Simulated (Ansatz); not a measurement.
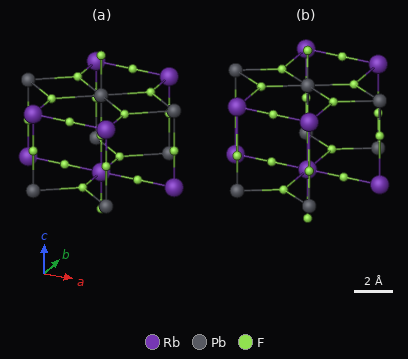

The structure of a crystal of RbPbF5 (built on the AlCrF5-71 type type) before (left) and after (right) a relaxation, at one scale.

Style: ball-and-stick. Shown: the atoms within 5.0 Å of the atom that moves most (axes of the conventional cell (2 times the calculation's cell)), from a free direction. Lengths and directions refer to the drawn axes.

The calculation used DFT, PBEsol, plane waves, PAW in Ansatz 0.2.0.

Input
```yaml
crystal:
  lattice:
    - [-2.14869887, 3.69620881, 4.45227207]
    - [2.14869887, -3.69620881, 4.45227207]
    - [2.14869887, 3.69620881, -4.45227207]
  atoms:
    - { symbol: Rb, position: [0.5, 0.5, 0.0] }
    - { symbol: Pb, position: [0.0, 0.0, 0.0] }
    - { symbol: F, position: [0.79179722, 0.5, 0.29179722] }
    - { symbol: F, position: [0.20820278, 0.5, 0.70820278] }
    - { symbol: F, position: [0.26059961, 0.26059961, 0.0] }
    - { symbol: F, position: [0.73940039, 0.73940039, 0.0] }
    - { symbol: F, position: [0.5, 0.0, 0.5] }
kpoints:
  mp_grid: { grid: [6, 6, 6] }
hamiltonian:
  xc: pbesol
scf:
  occupations: { method: fermi_dirac, width: 0.03 }
relax:
  f_tol: 0.01
  cell: {}
  max_steps: 120
output:
  write_density: true
  write_potential: true
  elf: true
  volumetric_format: npy
```

Command:
```bash
ansatz run input.yaml --threads 4 --pin off --max-ram 4608MiB --backend cpu --events-out ev --progress --plain --runs-dir out
```

> Summarise the run.

The energy falls by 450 meV per atom in 15 accepted moves (19 points after the start). The largest force component goes from 3.5 to 0.0082 eV/Å. The pressure goes from 4.86 to 0.00 GPa. At 4 points the geometry stayed and the basis and grid were re-selected for the new cell (energy shift of 14.2 meV per atom at most each time). The largest moves relative to the cell, 0.50 Å, are those of F5 and F6. F6 goes along +c. Rb and Pb stay in place. Cell: a 4.297 → 4.244 Å (−1.2 %), b 7.392 → 8.089 Å (+9.4 %), c 8.905 → 9.750 Å (+9.5 %). Volume +18.3 %. Some distances before and after: Rb1–F5 2.132 → 2.839 Å, Rb1–F3 2.157 → 2.825 Å, Pb2–F5 2.321 → 2.037 Å, Pb2–F3 2.643 → 2.447 Å. The space group stays Immm (No. 71). Cost: 95 s on 4 threads of Arm Neoverse V1, on a shared host, peak memory 0.66 GiB.
